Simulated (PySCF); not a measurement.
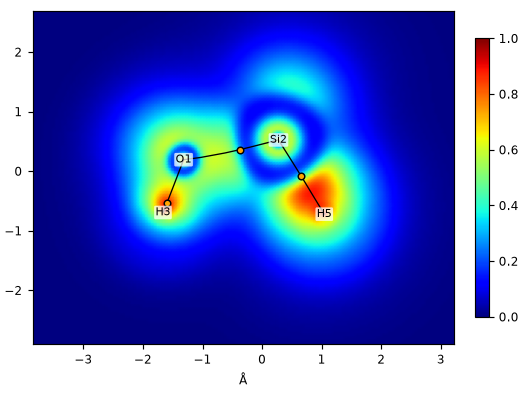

H4OSi, SMILES `O[SiH3]`. Localised orbital locator (LOL) in the plane of O1, Si2, H3 and H5, with bond paths and bond critical points (dots).

Level of theory: PBE0/def2-TZVP (PySCF), at a geometry from GFN2-xTB. No frequency check shows the geometry to be a minimum.

Input

```python
import numpy as np
from pyscf import gto, scf, dft
from pyscf.scf import atom_ks, atom_hf
from scipy.linalg import block_diag

def solve(mol, dm0=None, hcore=None):
    mf = (dft.UKS if mol.spin else dft.RKS)(mol, xc='pbe0')
    mf.grids.level = 3
    mf = mf.density_fit(auxbasis='def2-universal-jkfit')
    mf.conv_tol, mf.max_cycle = 1e-8, 80
    if hcore is not None:
        mf.get_hcore = lambda *args: hcore
    mf.kernel(dm0)
    if not mf.converged:
        mf = mf.newton().run(mf.mo_coeff, mf.mo_occ, max_cycle=30)
    assert mf.converged, 'SCF not converged'
    return mf

mol = gto.M(atom='''
O     -1.08951    -0.11344    -0.00106
Si     0.53241     0.01121     0.00003
H     -1.66825     0.64154     0.00467
H      1.00412    -0.62989    -1.22239
H      0.92460     1.42149     0.02983
H      1.00191    -0.68259     1.19593
''', basis='def2-tzvp', charge=0, spin=0, verbose=4)
mf = solve(mol)
mf.analyze()
# spherically averaged free atoms, for the promolecule
atm = atom_ks.get_atm_nrks(mol, xc='pbe0')
pro = block_diag(*[(atm[a[0]][2] * atm[a[0]][3]) @ atm[a[0]][2].T for a in mol._atom])
np.savez('result.npz', e=mf.e_tot, c=mf.mo_coeff, occ=mf.mo_occ, eps=mf.mo_energy, pro=pro, dip=mf.dip_moment(verbose=0), s2=mf.spin_square()[0])
```

Command:

```sh
OMP_NUM_THREADS=1 python input.py
```

The run took 5.6 s on 1 thread of Intel(R) Xeon(R) Platinum 8488C (Sapphire Rapids) (shared host), peak memory 0.37 GiB.

Partitions, critical points and surface values were worked out afterwards from this run's density.

**What values does LOL take at the bond critical points in this plane?**

O1–H3: about 0.88; Si2–H5: about 0.42; O1–Si2: about 0.29. Values above 0.5 mark slow, localised electrons, as in shared pairs; low values at a critical point mark a polar or closed-shell contact whose critical point lies between the shells.

**Where along O1–H3 does the critical point lie?**

0.77 Å from O1 and 0.18 Å from H3.
